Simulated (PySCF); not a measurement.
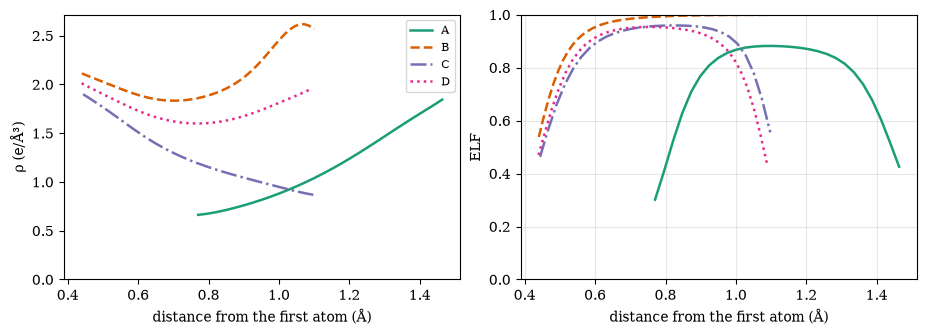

C3H7Cl3Si (Si(iPr)Cl3). Electron density and electron localisation function along straight lines between neighbouring atoms. The curves leave out the atomic cores.

Geometry: PBE0-D3(BJ)/def2-SVP.

Level of theory: PBE0/pcSseg-1, SCF density, gas phase, non-relativistic (PySCF 2.14.0).

```xyz
14

Si    0.1773    0.3400   -1.5669
C     0.1710    0.3138    0.3009
C     0.9757   -0.8712    0.8350
C    -1.2540    0.3508    0.8518
H     0.6885    1.2520    0.5774
H     2.0091   -0.8697    0.4579
H     0.5115   -1.8272    0.5453
H     1.0154   -0.8410    1.9354
H    -1.2366    0.3970    1.9523
H    -1.8143    1.2237    0.4852
H    -1.8112   -0.5549    0.5646
Cl    2.1025    0.3665   -2.2826
Cl   -0.7931    2.0030   -2.2888
Cl   -0.7612   -1.3268   -2.3244
```

Which curve belongs to which contact (C–C, C–H, C–Si and Si–Cl)? The first atom named is at distance zero.

Answer. Curve A: Si–Cl (2.05 Å): the density is about 0.92 e/Å³ at the midpoint; the ELF peaks at about 0.90 between the atoms: a polar covalent bond. Curve B: C–H (1.10 Å): the density is about 2 e/Å³ at the midpoint; the ELF climbs to about 1 towards the hydrogen, as it does in any bond to H (an ordinary covalent bond to hydrogen). Curve C: C–Si (1.87 Å): the density is about 1 e/Å³ at the midpoint; the ELF peaks at about 0.95 between the atoms; a shared electron pair. Curve D: C–C (1.53 Å): the density is about 1.6 e/Å³ at the midpoint; the ELF peaks at about 0.95 between the atoms: a shared electron pair.
